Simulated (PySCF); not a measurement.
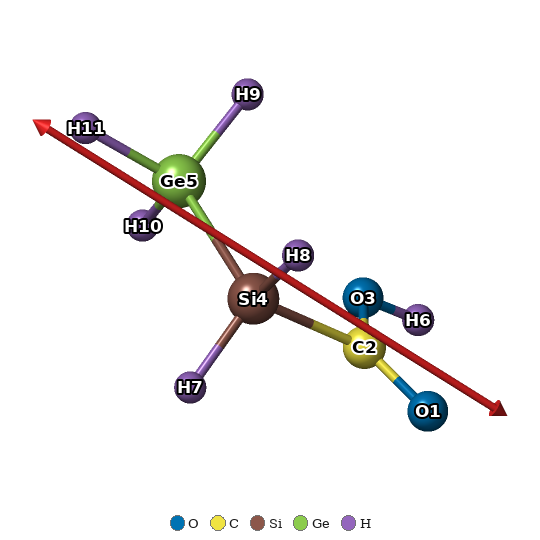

The double arrow shows the direction of the transition dipole to excited singlet state 7 (its length means nothing). The geometry was computed by an optimisation with GFN2-xTB. No frequency run is at hand to confirm it as a minimum. Level of theory: TDDFT PBE0/def2-SVPD, vertical, gas phase, core orbitals frozen in the response (PySCF 2.14.0).

### Where does the transition lie, and how strong is it?

7.42 eV (167 nm), oscillator strength 0.091, of mixed character, with the largest part HOMO → LUMO+4 (weight 0.44); transition dipole 1.80 D.

The geometry is semi-empirical. Around Ge, Si such bond lengths and angles can be off by a tenth of an ångström or more and by several degrees, and values that hang on the shape move with them.
